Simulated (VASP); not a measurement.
Band structure of CdSe (wurtzite). All values below come from PBE GGA with D4 dispersion, VASP's PBE PAW potentials (set 64) (plane waves; VASP).

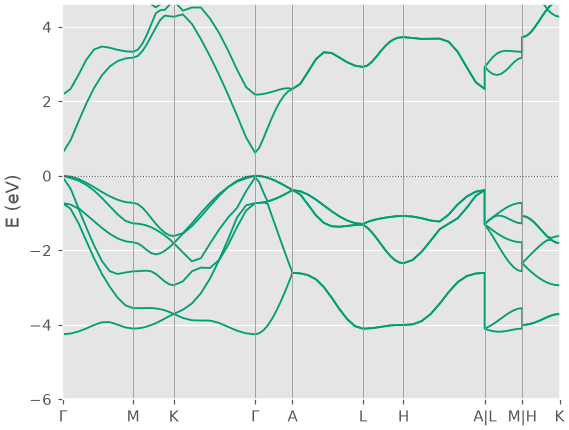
Fig. 1. Bands along high-symmetry lines, zero at the valence-band maximum or, without a gap, the Fermi level

### Question
Read the plot: is there a gap, and where are the band edges?

### Answer
The gap is direct, 0.62 eV, from the valence maximum at Γ to the conduction minimum at Γ. (Edges off the drawn lines would not show.)

Measured: gap 1.73 eV (computed value off by -1.11 eV), as given by Abedi et al., (2022), arXiv:2211.14644.

The compound is CdSe in the wurtzite structure. It was relaxed first.
